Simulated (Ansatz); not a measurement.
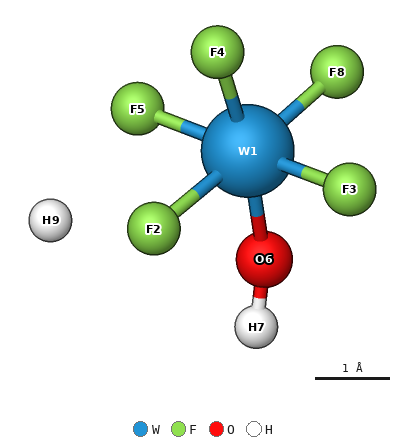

Figure 1. The structure (ball-and-stick view, seen at a tilt; atoms are numbered from 1 in the order of the input). Sticks mark near contacts. Bond lengths as drawn: F–W 1.87 to 1.96 Å, H–O 0.97 Å and O–W 1.85 Å.

**WH2OF5: frequency calculation**

System: WH2OF5, multiplicity 2.
Method: UKS PBE/def2-SVP (Ansatz 0.2.0).

It belongs to a series of runs on one base structure; here: vibrations at the highest image of the band. Figures and captions count atoms from 1; the log counts them from 0 in places.

The program's output:
```
Engine: ansatz 0.2.0, aarch64-unknown-linux-gnu
Functional definition: PBE
  parameter kappa = 0.804
  parameter beta = 0.06672455060314922
  exchange = pbe_x(kappa = kappa, mu = beta*pi^2/3)
  correlation = pbe_c(beta = beta)
1306 factors; their error is unknown
mean field evaluation 1: about -17453.9159 eV, gradient 6.6e1 eV
mean field evaluation 2: about -17233.4345 eV, gradient 2.2e2 eV
mean field evaluation 4: about -17466.5457 eV, gradient 2.4e1 eV
mean field evaluation 8: about -17468.9198 eV, gradient 2.1e0 eV
mean field evaluation 16: about -17468.8771 eV, gradient 2.9e-2 eV
mean field evaluation 32: about -17467.0281 eV, gradient 4.3e0 eV
mean field -17468.87711826 eV, -641.9693932658 hartree, gradient 3.2e-5 eV, S^2 0.756399; 3 other end points of the search recorded, 0 dependent functions left out
the calculation of the forces begins
reference -17468.87718985 eV, -641.9693958967 hartree; 35, 34 occupied and 91, 92 virtual orbitals, 1306 factors
these checks for a lower state are left out or cut short: stability, starts, cluster_reference, orbital_swaps, neighbouring_geometries, increment
1306 factors; their error is unknown
mean field -17468.87691804 eV, -641.9693859080 hartree, gradient 2.9e-6 eV, S^2 0.756396; 0 other end points of the search recorded, 0 dependent functions left out
[... from here on the field's lines of each further geometry are left out, up to the last ...]
the calculation of the forces begins
reference -17468.87719189 eV, -641.9693959717 hartree; 35, 34 occupied and 91, 92 virtual orbitals, 1306 factors
these checks for a lower state are left out or cut short: stability, starts, cluster_reference, orbital_swaps, neighbouring_geometries, increment
1306 factors; their error is unknown
mean field evaluation 384: about -17468.8771 eV, gradient 1.1e-4 eV
mean field -17468.87711998 eV, -641.9693933291 hartree, gradient 1.8e-6 eV, S^2 0.756404; 0 other end points of the search recorded, 0 dependent functions left out
the calculation of the forces begins
reference -17468.87719157 eV, -641.9693959599 hartree; 35, 34 occupied and 91, 92 virtual orbitals, 1306 factors
WARN: phonons: modes at or below zero, which the zero-point energy, F, S and C_V leave out: 1, the lowest at -979.79 cm⁻¹. A minimum has none, and a first-order saddle one
Total energy: -17468.87718985 eV, -641.9693958967 hartree
Atom 0 at     0.100061    -0.022336     0.058153 Å, force    -0.001954    -0.004790    -0.002503 eV/Å
Atom 1 at     0.417132     0.092627     1.988873 Å, force     0.000442     0.002219     0.001194 eV/Å
Atom 2 at     1.952129     0.117436    -0.264828 Å, force     0.000249     0.000601     0.000414 eV/Å
Atom 3 at     0.050689     1.842487     0.147427 Å, force    -0.000558     0.000056    -0.000815 eV/Å
Atom 4 at    -1.729682     0.008615     0.508236 Å, force    -0.000725    -0.000378     0.001531 eV/Å
Atom 5 at     0.179702    -1.865107     0.232235 Å, force     0.009439     0.005036     0.007631 eV/Å
Atom 6 at     0.320202    -2.713438     0.683406 Å, force    -0.007784    -0.002171    -0.007123 eV/Å
Atom 7 at    -0.182773    -0.032939    -1.787183 Å, force     0.000472    -0.000432    -0.000388 eV/Å
Atom 8 at    -0.725861     0.205551     2.875979 Å, force     0.000420    -0.000140     0.000059 eV/Å
Dipole moment:    -0.029045    -0.728912     0.328306 e Å
Vibrations: -979.79 78.65 94.42 142.57 146.85 197.36 227.45 250.74 254.22 297.41 314.81 354.40 427.70 480.03 603.49 656.53 674.94 693.08 704.10 769.64 3809.26 cm⁻¹, zero-point energy 0.692926 eV
```

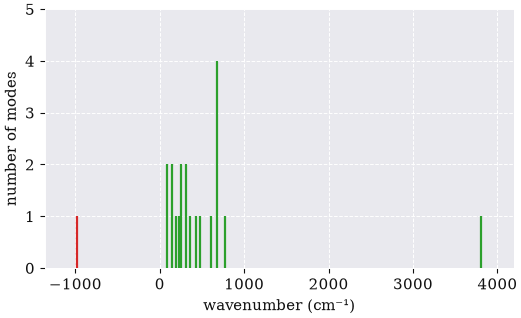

Figure 2. Harmonic vibrational wavenumbers from the force constants; neighbouring modes closer than 22 cm⁻¹ are counted in one stick, and imaginary ones are drawn at negative wavenumbers. 21 modes from 980i to 3809 cm⁻¹, 1 imaginary beyond 8i (980i cm⁻¹): a first-order saddle point, if the geometry is stationary.

This output came from the following input.

Input:
```yaml
crystal:
  periodic: [false, false, false]
  atoms:
    - { symbol: W, position_ang: [0.100061, -0.022336, 0.058153] }
    - { symbol: F, position_ang: [0.417132, 0.092627, 1.988873] }
    - { symbol: F, position_ang: [1.952129, 0.117436, -0.264828] }
    - { symbol: F, position_ang: [0.050689, 1.842487, 0.147427] }
    - { symbol: F, position_ang: [-1.729682, 0.008615, 0.508236] }
    - { symbol: O, position_ang: [0.179702, -1.865107, 0.232235] }
    - { symbol: H, position_ang: [0.320202, -2.713438, 0.683406] }
    - { symbol: F, position_ang: [-0.182773, -0.032939, -1.787183] }
    - { symbol: H, position_ang: [-0.725861, 0.205551, 2.875979] }
magnetization:
  spin_polarized: true
  initial_magnetization: 1
basis:
  gaussian: { orbitals: def2-SVP }
hamiltonian:
  xc: pbe
phonons: {}
```

Command:
```bash
ansatz run input.yaml --threads 4 --pin off --max-ram 5120MiB --backend cpu --events-out ev --progress --plain --runs-dir out
```

Summary:

```tsv
quantity	value
outcome	converged
total energy	−17468.8772 eV
mean-field energy	−17468.8772 eV
⟨S²⟩	0.756
largest force (length of the vector)	0.013 eV/Å
hardware	4 threads of Arm Neoverse V2, 24 GiB of memory available, shared host
wall time	89 s (CPU time 5.7 min)
peak memory	0.24 GiB
```
